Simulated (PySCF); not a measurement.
```xyz
13

C    -1.8120   -0.5587    0.3890
N    -1.2809    0.5706   -0.3583
Ge    0.4127    1.1892   -0.1138
Ge    1.8972   -0.6989   -0.2383
Cl    3.8787   -0.1116   -0.6185
H    -2.6537   -0.9951   -0.1522
H    -2.1476   -0.2938    1.3974
H    -1.0311   -1.3160    0.4766
H    -1.9867    1.2869   -0.4705
H     0.6305    1.9832    1.1817
H     0.5684    2.2041   -1.2207
H     1.5492   -1.7132   -1.3225
H     1.9709   -1.5462    1.0324
```

Geometry: GFN2-xTB.

Theory: B3LYP/def2-SVPD, SCF density, gas phase (PySCF).

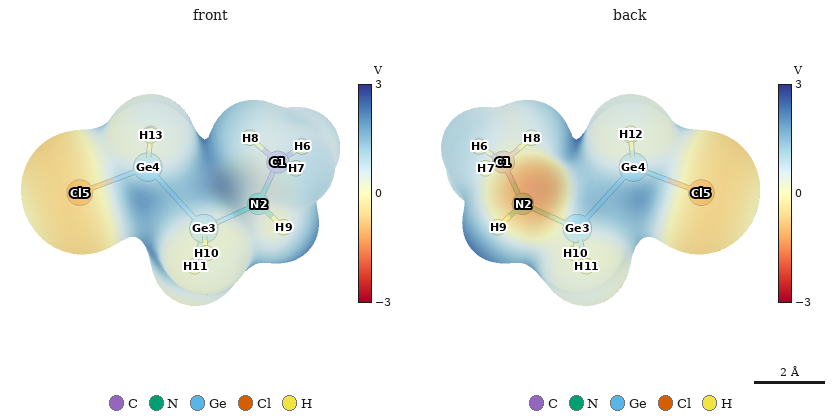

CH8ClGe2N (SMILES C[NH][GeH2][GeH2][Cl]). The electrostatic potential painted on the density surface at 0.004 e/bohr³, seen from the front and from behind; red is negative and blue positive.

Question: Where is the surface potential most negative and most positive?

Answer: The most negative region (about −1.3 V) lies over N2, the most positive (about +2.2 V) over Ge3, Ge4 and H9. N2 is the likeliest acceptor of a hydrogen bond.
